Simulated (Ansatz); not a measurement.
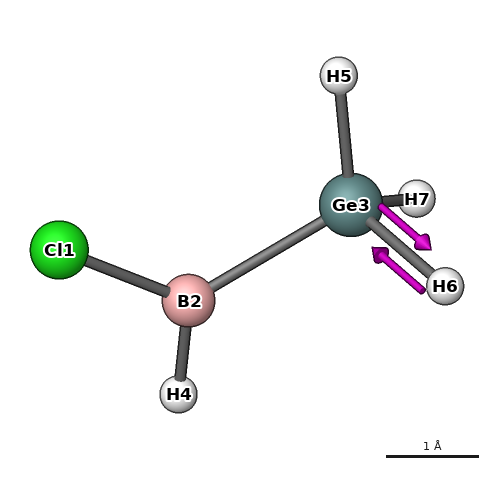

Arrows show the forces on the atoms, 0.5 Å of arrow for 1 eV/Å; forces under a tenth of the largest aren't drawn. Level of theory: PBE0-D4/def2-TZVP (Ansatz 0.2.0).

Along which bond is the force strongest?

Answer. Ge3–H6, now 1.703 Å: the forces pull its atoms together, so a first step downhill shortens it.

List the force components in the frame of the picture (x right, y up, z towards the viewer), in eV/Å.

```json
{"atom": "Cl1", "Fx": "0.00", "Fy": "0.00", "Fz": "0.00"}
{"atom": "B2", "Fx": "0.00", "Fy": "0.00", "Fz": "0.00"}
{"atom": "Ge3", "Fx": "1.12", "Fy": "−0.97", "Fz": "1.13"}
{"atom": "H4", "Fx": "0.00", "Fy": "0.00", "Fz": "0.00"}
{"atom": "H5", "Fx": "0.00", "Fy": "0.00", "Fz": "0.00"}
{"atom": "H6", "Fx": "−1.12", "Fy": "0.97", "Fz": "−1.13"}
{"atom": "H7", "Fx": "0.00", "Fy": "0.00", "Fz": "0.00"}
```
